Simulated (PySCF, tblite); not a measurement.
**C4H11NSi2: dynamics, then NMR shifts on frames**

Aim: move C4H11NSi2 (`C=C/C=C\N([SiH3])[SiH3]`) away from its starting geometry and see how NMR shifts follow the geometry.

Computed with tblite 0.8.0 and PySCF 2.14.0, with density-fitted response routines of our own, on a single molecule in the gas phase. Atoms count from 0, in the outputs and in this text.

## (1) Starting geometry

18 atoms, charge 0, multiplicity 1; geometry from: GFN2-xTB.

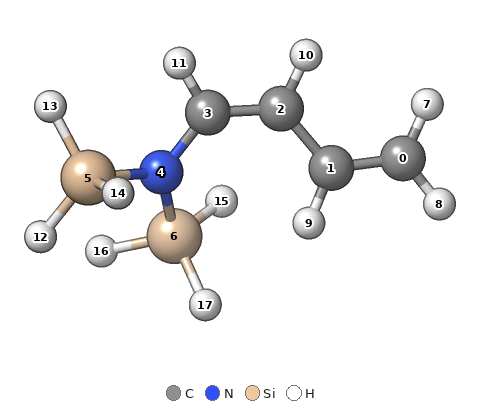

As it starts; carbon grey, nitrogen blue, silicon light orange, hydrogen white, atoms numbered.

## (2) Dynamics with GFN2-xTB

The job: settings as JSON, then the geometry in Å.

```
{"job": {"kind": "md", "xc": "GFN2-xTB", "basis": "xTB", "temperature": 200, "steps": 2000, "every": 50, "frames": 5}, "charge": 0, "multiplicity": 1}
C      2.546935    -1.079378    -1.736027
C      1.520741    -0.730659    -0.963161
C      1.368599     0.575200    -0.377345
C      0.334018     1.038111     0.338583
N     -0.892372     0.441303     0.593469
Si    -1.534059     0.737160     2.192630
Si    -1.731086    -0.518575    -0.603549
H      3.319760    -0.375639    -1.999854
H      2.649953    -2.075233    -2.131222
H      0.766650    -1.465462    -0.715043
H      2.213297     1.241097    -0.498992
H      0.441472     2.013293     0.804595
H     -2.886934     0.195976     2.207023
H     -1.524360     2.184928     2.419740
H     -0.677437     0.068297     3.176037
H     -1.176754    -0.159463    -1.903426
H     -3.141150    -0.135895    -0.514682
H     -1.606032    -1.948743    -0.300433
```

Level: GFN2-xTB Langevin dynamics, gas phase.

On the command line:

```sh
OMP_NUM_THREADS=1 python probes_run.py task.json out
```

The driver reads the jobs from task.json and runs them one after another.

Output:

```text
t/fs     T/K      E/eV
    0.0   169.6   -559.27935
   25.0   102.3   -559.11434
   50.0   121.4   -559.07720
   75.0   122.1   -558.98832
  100.0   143.1   -559.02579
  125.0   120.6   -558.99322
  150.0   164.8   -559.02673
  175.0   174.2   -559.07347
  200.0   120.7   -558.90803
  225.0   141.9   -558.91026
  250.0   182.8   -558.96899
  275.0   135.2   -558.84475
  300.0   163.0   -558.78193
  325.0   182.9   -558.85268
  350.0   189.9   -558.88569
  375.0   161.5   -558.86146
  400.0   167.0   -558.85060
  425.0   197.8   -558.92770
  450.0   139.4   -558.89977
  475.0   202.4   -558.90116
  500.0   217.9   -558.78858
  525.0   207.3   -558.87274
  550.0   164.5   -558.78642
  575.0   205.7   -558.88956
  600.0   147.6   -558.91255
  625.0   161.9   -558.78875
  650.0   232.8   -558.70437
  675.0   238.7   -558.71714
  700.0   192.2   -558.73792
  725.0   230.6   -558.75821
  750.0   214.5   -558.76609
  775.0   171.4   -558.75138
  800.0   196.4   -558.80759
  825.0   269.2   -558.86392
  850.0   195.4   -558.80633
  875.0   187.4   -558.74749
  900.0   216.2   -558.73095
  925.0   188.5   -558.64618
  950.0   204.6   -558.79827
  975.0   203.8   -558.80558
 1000.0   190.2   -558.88847
```

It took 28 s on 1 thread of Intel Xeon Platinum 8259CL at 2.50GHz, shared host; peak memory 0.19 GiB.

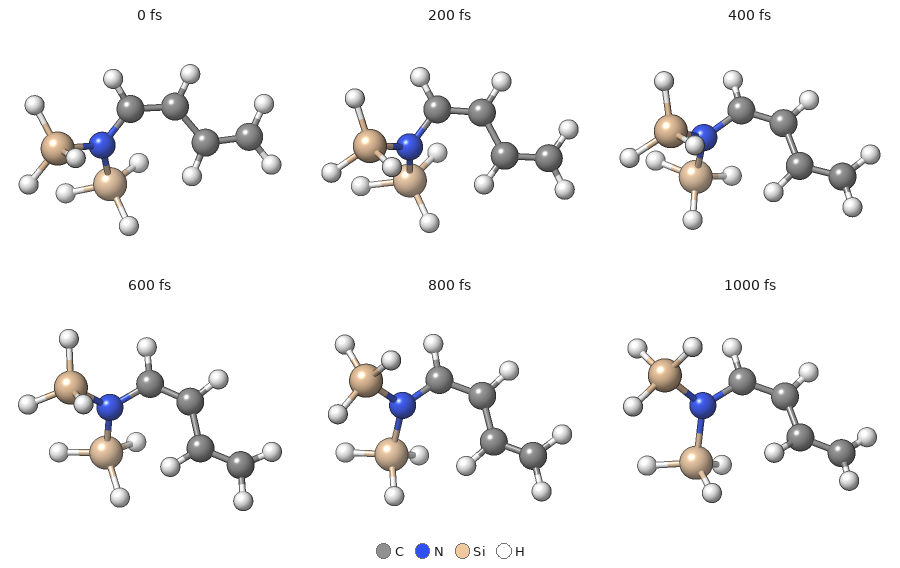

Frames of the run.

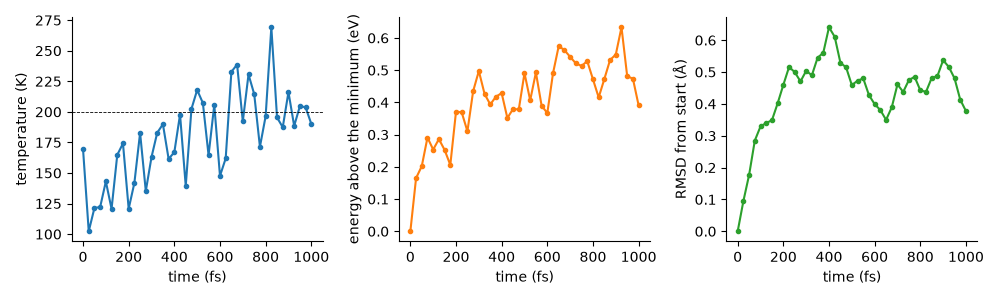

Temperature, potential energy and distance from the start.

Positions (Å) and forces (eV/Å) at 1000 fs:

```xyz
18

C     2.332   -2.672   -1.196   -0.131    0.072    0.386
C     1.553   -1.744   -0.679   -0.695    1.123    0.875
C     1.462   -0.364   -1.101   -0.416    0.796    0.572
C     0.666    0.557   -0.510   -1.198    0.294    0.059
N    -0.454    0.344    0.344    0.240   -0.579    0.120
Si   -0.535    1.472    1.740   -1.011   -0.945   -0.761
Si   -1.591   -1.025   -0.001    0.673    1.457    0.807
H     2.920   -2.477   -2.048    0.483   -0.030   -0.715
H     2.412   -3.596   -0.688    0.159   -0.775   -0.011
H     0.988   -1.923    0.250    0.325   -0.137   -0.598
H     2.183    0.050   -1.797    0.031   -0.328   -0.083
H     0.703    1.639   -0.762    0.483   -0.835   -0.019
H    -1.418    0.929    2.826    0.567    0.044   -0.485
H    -1.213    2.663    1.247   -0.059    0.269   -0.074
H     0.828    1.775    2.060    0.506    0.041    0.326
H    -1.505   -1.223   -1.426   -0.012   -0.124   -0.292
H    -2.891   -0.467    0.443    0.273   -0.249   -0.118
H    -1.177   -2.183    0.791   -0.219   -0.093    0.012
```

## (3) Shielding tensors: 250 fs, PBE0/pcSseg-1

The job: settings as JSON, then the geometry in Å.

```
{"job": {"kind": "nmr", "xc": "PBE0", "basis": "pcSseg-1", "pop": false}, "charge": 0, "multiplicity": 1}
C      2.465700    -1.962000    -0.999100
C      1.392100    -1.211700    -0.617200
C      1.322600     0.244800    -0.520100
C      0.309400     0.992200    -0.017200
N     -0.962200     0.515700     0.349500
Si    -1.204300     0.618700     2.057700
Si    -1.981400    -0.366900    -0.766000
H      3.372100    -1.484000    -1.260000
H      2.348200    -3.048600    -1.103700
H      0.495400    -1.735800    -0.246500
H      2.189900     0.824400    -0.814400
H      0.443200     2.048600     0.165000
H     -2.577400     0.240200     2.438200
H     -1.028200     2.030400     2.432700
H     -0.329300    -0.406600     2.631700
H     -1.467800     0.076900    -2.037800
H     -3.281100     0.243600    -0.536500
H     -2.015900    -1.804700    -0.607100
```

Method: GIAO PBE0/pcSseg-1 NMR shielding, non-relativistic, gas phase.

Output:

```text
coarse grid: 15480 points
cycle   1  E = -792.1082528988  dE =  5.801e-01  |g| = 4.246e-01  |ddm| = 3.844e+00
cycle   2  E = -792.0884628077  dE =  1.979e-02  |g| = 5.252e-01  |ddm| = 8.810e-01
cycle   3  E = -792.1515504611  dE = -6.309e-02  |g| = 6.634e-02  |ddm| = 5.197e-01
cycle   4  E = -792.1523355231  dE = -7.851e-04  |g| = 2.501e-02  |ddm| = 7.614e-02
cycle   5  E = -792.1524796646  dE = -1.441e-04  |g| = 7.864e-03  |ddm| = 3.353e-02
cycle   6  E = -792.1524919257  dE = -1.226e-05  |g| = 3.747e-03  |ddm| = 1.081e-02
cycle   7  E = -792.1524954484  dE = -3.523e-06  |g| = 5.139e-04  |ddm| = 3.449e-03
final grid: 138768 points
cycle   8  E = -792.1911510244  dE = -2.607e-05  |g| = 7.142e-03  |ddm| = 3.383e-02
cycle   9  E = -792.1911418933  dE =  9.131e-06  |g| = 9.513e-03  |ddm| = 1.592e-02
cycle  10  E = -792.1911630482  dE = -2.115e-05  |g| = 1.913e-03  |ddm| = 9.987e-03
cycle  11  E = -792.1911639767  dE = -9.285e-07  |g| = 3.099e-04  |ddm| = 1.985e-03
cycle  12  E = -792.1911639996  dE = -2.291e-08  |g| = 1.218e-04  |ddm| = 3.676e-04
cycle  13  E = -792.1911640030  dE = -3.362e-09  |g| = 2.271e-05  |ddm| = 1.137e-04
cycle  14  E = -792.1911640031  dE = -1.148e-10  |g| = 4.517e-06  |ddm| = 3.163e-05
converged SCF energy = -792.1911640031

GIAO shielding tensors (ppm)
atom      isotropic    diamagn.    paramagn.     s11        s22        s33       span
  0 C       60.790     252.662    -191.872    -53.492     73.564    162.297    215.789
  1 C       41.395     258.639    -217.244    -82.224     41.490    164.920    247.144
  2 C       53.558     255.456    -201.898    -53.428     71.988    142.113    195.541
  3 C       35.451     252.760    -217.309    -66.581     52.002    120.932    187.512
  4 N      221.129     333.009    -111.880    166.281    234.313    262.792     96.511
  5 Si     405.839     881.070    -475.231    365.105    380.112    472.301    107.196
  6 Si     390.912     881.032    -490.120    346.457    362.389    463.889    117.432
  7 H       26.189      30.903      -4.714     22.312     25.769     30.487      8.175
  8 H       25.568      28.751      -3.183     22.492     24.518     29.695      7.203
  9 H       24.460      34.893     -10.433     20.597     22.531     30.252      9.654
 10 H       25.679      32.932      -7.252     23.948     24.170     28.920      4.972
 11 H       25.269      32.668      -7.399     22.062     24.893     28.852      6.791
 12 H       26.731      29.600      -2.869     23.559     25.389     31.245      7.686
 13 H       26.856      29.473      -2.617     23.669     24.807     32.092      8.424
 14 H       27.077      30.005      -2.928     22.853     26.044     32.332      9.478
 15 H       27.363      30.579      -3.216     24.497     25.994     31.598      7.102
 16 H       26.885      29.964      -3.079     22.770     25.528     32.358      9.589
 17 H       26.810      30.633      -3.823     23.283     25.276     31.872      8.589
```

Wall time 36 s (1 thread of Intel Xeon Platinum 8259CL at 2.50GHz, shared host); peak memory 0.85 GiB.

Shifts follow as δ = σ(reference) − σ, with reference shieldings (ppm) from runs at the same level and on the same kind of geometry: 1H TMS 31.72, 13C TMS 186.9, 29Si TMS 349.2, 15N NH3 267.7. The references are single molecules in the gas phase, so shifts against H2O, NH3, PH3, H3PO4 or CFCl3 are not on the usual liquid scales and can be off by tens of ppm. Each atom is listed at this fixed geometry, with no averaging over motion; a spectrum would average atoms that exchange fast.

| atoms | environment | σ (ppm) | δ (ppm) |
| --- | --- | --- | --- |
| C3 | alkene carbon bearing nitrogen | 35.5 | 151.5 |
| C1 | alkene CH | 41.4 | 145.5 |
| C2 | β carbon of an enol-ether or enamine type C=C | 53.6 | 133.4 |
| C0 | terminal =CH2 carbon | 60.8 | 126.1 |
| H9 | hydrogen on an alkene CH | 24.46 | 7.26 |
| H11 | hydrogen on an alkene carbon bearing nitrogen | 25.27 | 6.45 |
| H8 | hydrogen on a terminal =CH2 carbon | 25.57 | 6.15 |
| H10 | hydrogen on a β carbon of an enol-ether or enamine type C=C | 25.68 | 6.04 |
| H7 | hydrogen on a terminal =CH2 carbon | 26.19 | 5.53 |
| H12 | hydrogen on a silicon bonded to N | 26.73 | 4.99 |
| H17 | hydrogen on a silicon bonded to N | 26.81 | 4.91 |
| H13 | hydrogen on a silicon bonded to N | 26.86 | 4.86 |
| H16 | hydrogen on a silicon bonded to N | 26.89 | 4.83 |
| H14 | hydrogen on a silicon bonded to N | 27.08 | 4.64 |
| H15 | hydrogen on a silicon bonded to N | 27.36 | 4.35 |
| N4 | enamine nitrogen | 221.1 | 46.6 |
| Si6 | silicon bonded to N, 3 H | 390.9 | -41.8 |
| Si5 | silicon bonded to N, 3 H | 405.8 | -56.7 |

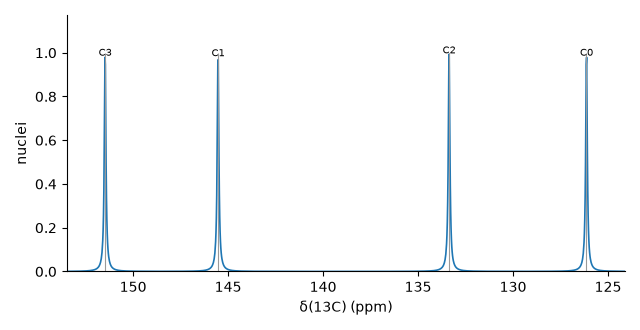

13C lines at the computed shifts, without couplings. Lines are broadened to a width of 0.10 ppm (Lorentzian).

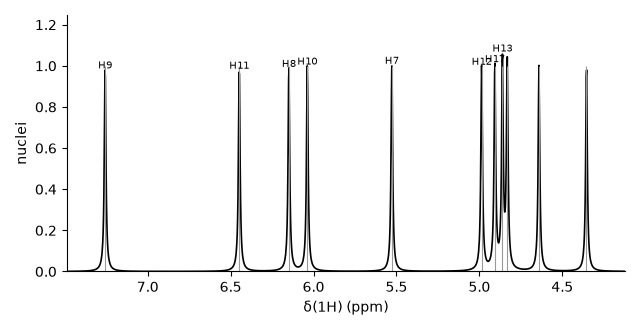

1H lines at the computed shifts, without couplings. Lines are broadened to a width of 0.01 ppm (Lorentzian).

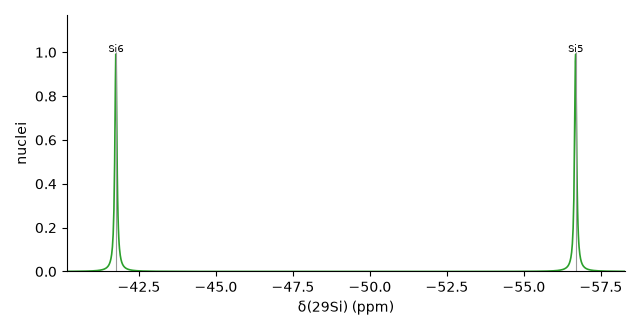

29Si lines at the computed shifts, without couplings. Lines are broadened to a width of 0.08 ppm (Lorentzian).

## (4) NMR shieldings: 425 fs, PBE0/pcSseg-1

The job: settings as JSON, then the geometry in Å.

```
{"job": {"kind": "nmr", "xc": "PBE0", "basis": "pcSseg-1", "pop": false}, "charge": 0, "multiplicity": 1}
C      2.484600    -2.457100    -0.765900
C      1.488300    -1.635800    -0.344300
C      1.524700    -0.253600    -0.738600
C      0.624400     0.676200    -0.358200
N     -0.589200     0.524900     0.315500
Si    -0.600800     0.909300     2.024600
Si    -1.799800    -0.345000    -0.524100
H      3.245400    -2.094500    -1.417300
H      2.625400    -3.452100    -0.394000
H      0.652900    -2.052400     0.257500
H      2.393000     0.048000    -1.279800
H      0.826700     1.757000    -0.509100
H     -2.009000     0.717700     2.422300
H     -0.161200     2.289600     2.300000
H      0.372000    -0.027400     2.692300
H     -1.189800    -0.818500    -1.742200
H     -2.951400     0.530600    -0.780500
H     -2.444000    -1.429000     0.269700
```

Level: GIAO PBE0/pcSseg-1 NMR shielding, non-relativistic, gas phase.

Output:

```text
coarse grid: 15480 points
cycle   1  E = -792.1070921306  dE =  6.227e-01  |g| = 4.303e-01  |ddm| = 3.845e+00
cycle   2  E = -792.0882079736  dE =  1.888e-02  |g| = 5.218e-01  |ddm| = 8.378e-01
cycle   3  E = -792.1514687160  dE = -6.326e-02  |g| = 6.593e-02  |ddm| = 4.942e-01
cycle   4  E = -792.1522615104  dE = -7.928e-04  |g| = 2.900e-02  |ddm| = 7.704e-02
cycle   5  E = -792.1524428159  dE = -1.813e-04  |g| = 1.194e-02  |ddm| = 3.657e-02
cycle   6  E = -792.1524762803  dE = -3.346e-05  |g| = 4.115e-03  |ddm| = 1.425e-02
cycle   7  E = -792.1524806839  dE = -4.404e-06  |g| = 5.057e-04  |ddm| = 4.412e-03
final grid: 138768 points
cycle   8  E = -792.1912104660  dE = -2.789e-05  |g| = 6.906e-03  |ddm| = 3.383e-02
cycle   9  E = -792.1912051741  dE =  5.292e-06  |g| = 8.367e-03  |ddm| = 1.460e-02
cycle  10  E = -792.1912224114  dE = -1.724e-05  |g| = 1.461e-03  |ddm| = 8.397e-03
cycle  11  E = -792.1912229064  dE = -4.950e-07  |g| = 3.339e-04  |ddm| = 1.468e-03
cycle  12  E = -792.1912229333  dE = -2.691e-08  |g| = 1.404e-04  |ddm| = 4.209e-04
cycle  13  E = -792.1912229381  dE = -4.772e-09  |g| = 2.607e-05  |ddm| = 1.268e-04
cycle  14  E = -792.1912229382  dE = -1.280e-10  |g| = 1.172e-05  |ddm| = 3.098e-05
converged SCF energy = -792.1912229382

GIAO shielding tensors (ppm)
atom      isotropic    diamagn.    paramagn.     s11        s22        s33       span
  0 C       56.760     251.360    -194.600    -54.328     66.766    157.843    212.170
  1 C       42.852     254.471    -211.618    -83.506     44.278    167.784    251.290
  2 C       52.041     256.107    -204.066    -59.205     79.419    135.910    195.114
  3 C       38.372     250.545    -212.173    -53.112     44.241    123.987    177.099
  4 N      231.138     333.481    -102.343    183.175    238.742    271.497     88.322
  5 Si     402.854     880.470    -477.616    352.735    390.571    465.257    112.522
  6 Si     388.980     880.982    -492.001    325.396    361.567    479.978    154.583
  7 H       26.184      30.644      -4.461     22.433     25.796     30.321      7.888
  8 H       26.207      28.897      -2.689     23.135     25.457     30.030      6.895
  9 H       24.115      32.419      -8.304     20.293     22.941     29.112      8.819
 10 H       25.617      34.181      -8.564     23.233     24.546     29.072      5.840
 11 H       25.093      31.277      -6.185     20.804     25.141     29.333      8.528
 12 H       26.676      29.458      -2.781     23.213     25.419     31.397      8.184
 13 H       26.970      29.210      -2.241     23.798     24.973     32.138      8.340
 14 H       26.668      29.309      -2.641     22.531     26.064     31.409      8.878
 15 H       27.246      30.602      -3.355     23.861     26.746     31.132      7.271
 16 H       26.730      29.728      -2.998     22.862     24.799     32.531      9.669
 17 H       26.305      30.104      -3.800     23.392     24.560     30.963      7.571
```

It took 37 s on 1 thread of Intel Xeon Platinum 8259CL at 2.50GHz, shared host; peak memory 0.86 GiB.

This run: δ C3 148.6, C1 144.1, C2 134.9, C0 130.2, H9 7.60, H11 6.62 ppm.

(Part 1 of 2 ends here.)
